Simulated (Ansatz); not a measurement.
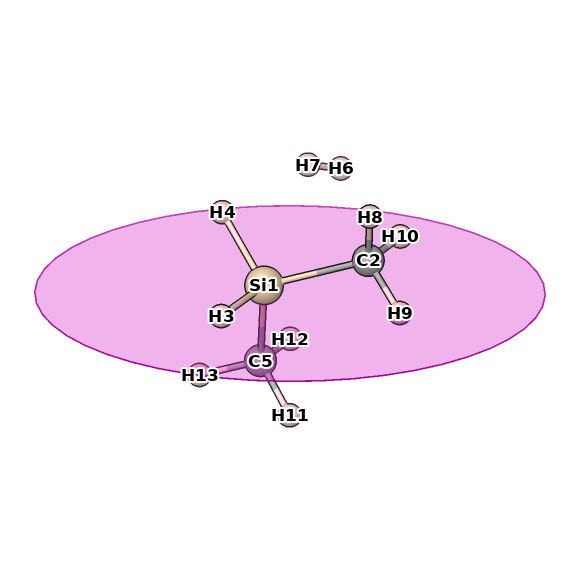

A disc through the centre of mass is drawn in. Distant atoms are faded towards the background colour. Computed geometry: PBE0-D4/def2-TZVP optimisation. No frequency run is at hand to confirm it as a minimum.

Is the plane of the disc a mirror plane of the structure?

Answer. No. The point group is Cs, with 1 mirror plane, and this plane isn't one of its mirror planes.
